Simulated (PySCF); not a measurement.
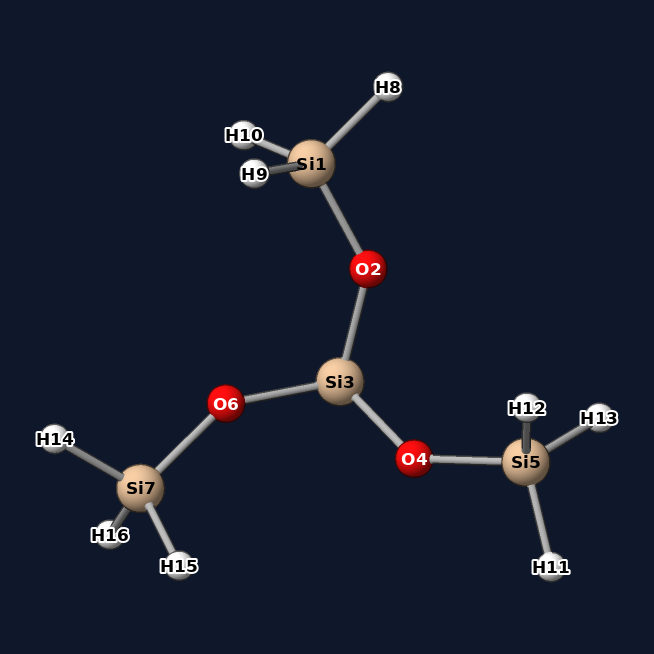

The questions are on Mulliken spin populations. State: neutral, doublet. The computed structure is the end point of a PBE0-D3(BJ)/def2-SVP optimisation. No frequency run is at hand to confirm it as a minimum. Method: UKS B3LYP, IGLO-III on O Si, pcH-1 on H, non-relativistic (PySCF 2.14.0).

Give the Mulliken spin populations atom by atom.

| atom | value (e) |
| --- | --- |
| Si1 | 0.02 |
| O2 | 0.03 |
| Si3 | 0.84 |
| O4 | 0.03 |
| Si5 | 0.02 |
| O6 | 0.04 |
| Si7 | 0.02 |
| H8 | 0.00 |
| H9 | 0.00 |
| H10 | 0.00 |
| H11 | 0.00 |
| H12 | 0.00 |
| H13 | 0.00 |
| H14 | 0.00 |
| H15 | 0.00 |
| H16 | 0.00 |

Mulliken values depend strongly on the basis set.
